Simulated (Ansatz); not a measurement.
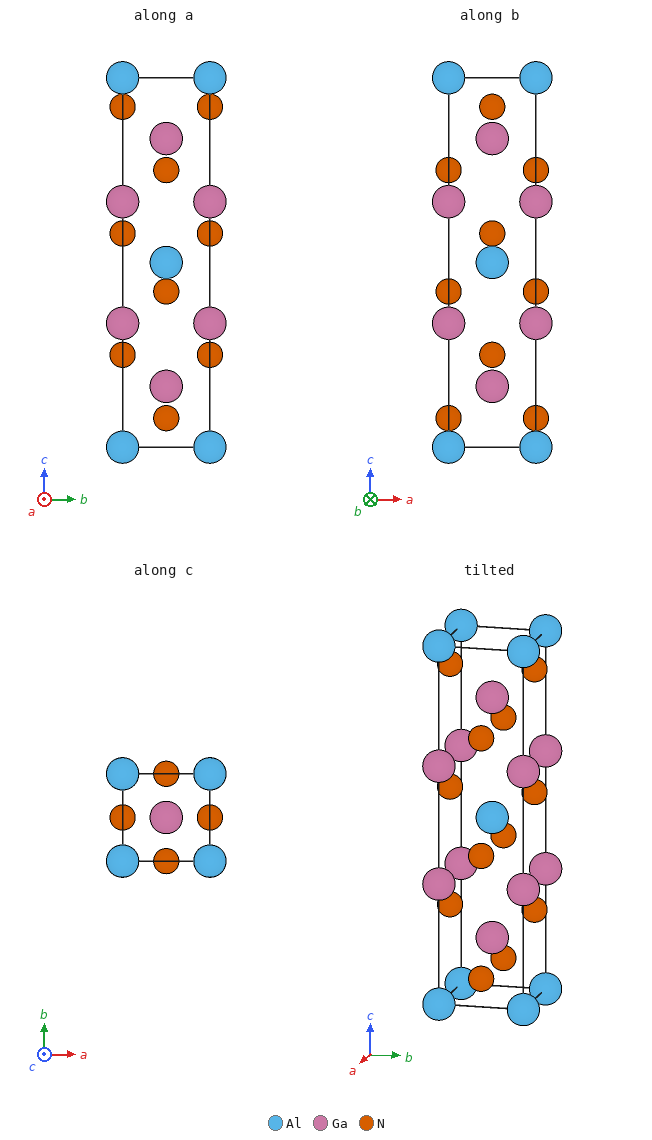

An orthographic spheres-only view of the structure, along the a axis, along the b axis, along the c axis and slightly off an axis. The wireframe shows the conventional unit cell.

Lattice parameters: a = 3.185 Å, b = 3.185 Å, c = 13.472 Å, α = 90.00°, β = 90.00°, γ = 90.00°.

Give the structure in the form of a table of Wyckoff sites, with free fractional coordinates to two decimals.

Answer. Space group I-4m2 (No. 119).
| atom | site | x | y | z |
| --- | --- | --- | --- | --- |
| Al | 2a | 0.00 | 0.00 | 0.00 |
| Ga | 4e | 0.00 | 0.00 | 0.34 |
| N | 4f | 0.00 | 0.50 | 0.42 |
| N | 2d | 0.50 | 0.00 | 0.25 |

The model was built from a structure type filled with these elements by a generator (whether the compound takes this form wasn't checked). Earlier steps of the study may have refined or changed the cell and positions. Ansatz was used for an electronic-structure calculation on it.
